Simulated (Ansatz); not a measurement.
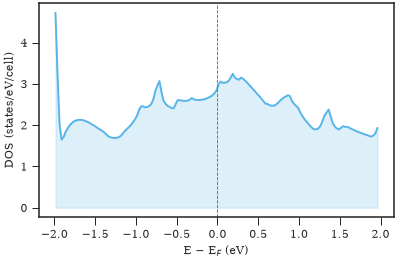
*Density of states of BaPt2In2 (I4/mmm) near the Fermi level, PBEsol, rigid bands in Ansatz (an electronic-structure program).*

Problem. With 5 atoms a cell, what bare Sommerfeld coefficient γ = (π²/3) k_B² N(E_F) follows?

Solution. N(E_F) ≈ 2.9 states/eV a cell at 300 K, so γ ≈ 1.37 mJ/(mol of atoms·K²), before electron-phonon enhancement.

Problem. How far does the Fermi level move in a rigid band for 0.1 electron a cell added or removed?

Solution. 34 meV and -35 meV.

A metal at this level (no band gap); rigid bands, thermally averaged at 300 K, both spins. Spin-orbit coupling is left out, which matters with elements this heavy. Geometry: cell and atoms relaxed with PBEsol.

Computed structure, not matched to a measured one here, so possibly hypothetical: BaPt2In2 (I4/mmm).
